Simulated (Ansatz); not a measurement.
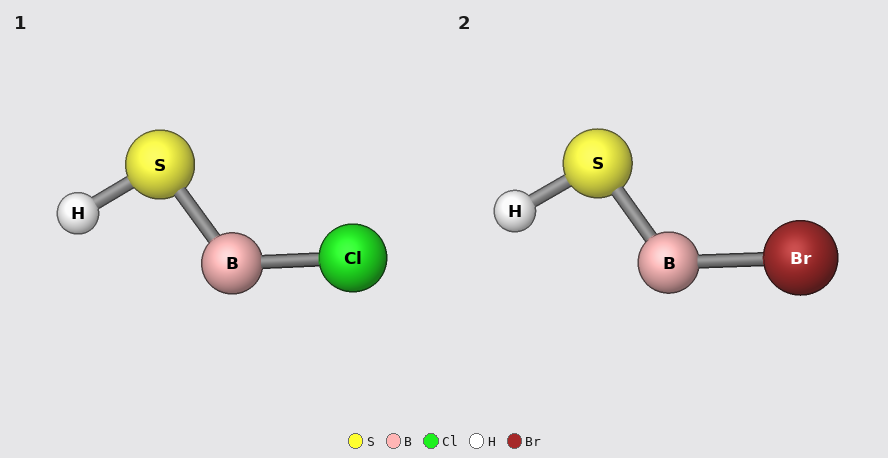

2 molecules with one skeleton, seen from the same side and at one scale. Each species is neutral and a spin doublet. Computed geometries: PBE0-D4/def2-TZVP optimisations, one conformation each. Properties computed with Ansatz 0.2.0.

One atom differs, called X below: Cl in panel 1, Br in panel 2. Their formulas are BClHS (`S[B]Cl`), BBrHS (`S[B]Br`).

### In which is the harmonic zero-point energy higher (PBE0-D4/def2-TZVP)?

In panel 1 (X = Cl).

### In which is the length of X–B larger (PBE0-D4/def2-TZVP)?

In panel 2 (X = Br).

Give the values. With PBE0-D4/def2-TZVP: length of X–B (Å), angle S–B–X (°), harmonic zero-point energy (kJ/mol). With r2SCAN-D4/def2-TZVPP: dipole moment (D).

```
                           quantity  1 (Cl)  2 (Br)   2 − 1
                  length of X–B (Å)   1.722   1.882  +0.160
                    angle S–B–X (°)   124.8   124.8     0.0
                  dipole moment (D)    1.10    1.17   +0.07
harmonic zero-point energy (kJ/mol)    35.3    34.1    −1.2
```
